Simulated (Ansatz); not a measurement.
**A small benchmark: atomisation enthalpy at 298 K**

6 molecules with two or more fluorines; the atomisation enthalpy at 298 K in kJ/mol, computed less measured. Shapes, held fixed at every level: PBE0-D4/def2-TZVP. Flexible molecules stand in one conformer, not always the lowest. Thermal terms are harmonic and unscaled (PBE0-D4/def2-TZVP); the spin-orbit lowering of the free atoms is taken from their spectra. Programs: Ansatz 0.2.0. Measured values: Active Thermochemical Tables, CRC Handbook of Chemistry and Physics, NIST-JANAF tables.

Levels: A = MP2/def2-SVP; B = CCSD(T)/def2-SVP; C = CCSD(T)/def2-TZVPP.

```
                      molecule  from tabulated heats     A     B     C
              SF2 (SMILES FSF)                   732  -112  -157   -57
    AsF3 (arsenic trifluoride)                  1326   -88  -167   -42
    NF3 (nitrogen trifluoride)                   843   -80  -137   -62
     SO2F2 (sulfuryl fluoride)                  1693  -270  -410  -106
C2H3F3 (1,1,2-trifluoroethane)                  3057  -134  -214  -146
        C2H4F2 (SMILES CC(F)F)                  2965   -83  -134   -73
```

Problem. Sum up the errors.

Solution. 
```tsv
level	kind	mean error	mean absolute error	worst case
MP2/def2-SVP	perturbation theory	-127.8	127.8	SO2F2
CCSD(T)/def2-SVP	coupled cluster or CI	-203.2	203.2	SO2F2
CCSD(T)/def2-TZVPP	coupled cluster or CI	-81.0	81.0	C2H3F3
```

On this set CCSD(T)/def2-TZVPP has the smallest mean absolute error and CCSD(T)/def2-SVP the largest. MP2/def2-SVP is too low in 6 of 6; CCSD(T)/def2-SVP is too low in 6 of 6; CCSD(T)/def2-TZVPP is too low in 6 of 6. The heats of SF2, SO2F2 come from older tables and can be uncertain by 10 kJ/mol or more. Heats of the atoms come from ATcT where it has them. The levels differ in basis as well as in method. With so many references in doubt the order of the levels isn't settled. The tabulated values of AsF3, C2H3F3 are in doubt (older tables, estimates, or at odds with other calculations) and kept here. Over the 4 molecules whose values aren't doubted the mean absolute errors are A 136.2; B 209.5; C 74.5. Correlated wave functions converge slowly with the basis. Relativity is left out for As. Outer-core shells of As are correlated, in sets that cover them unevenly. The set is small.

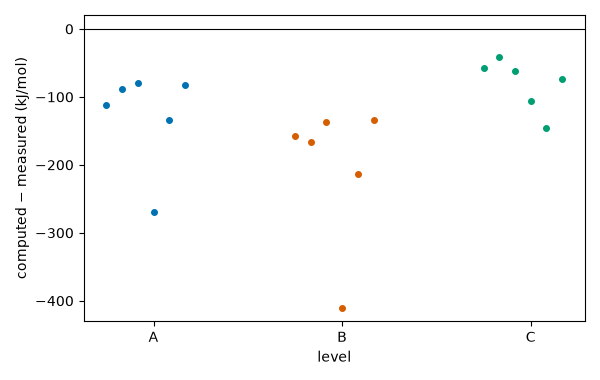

Errors of each level, one point a molecule.
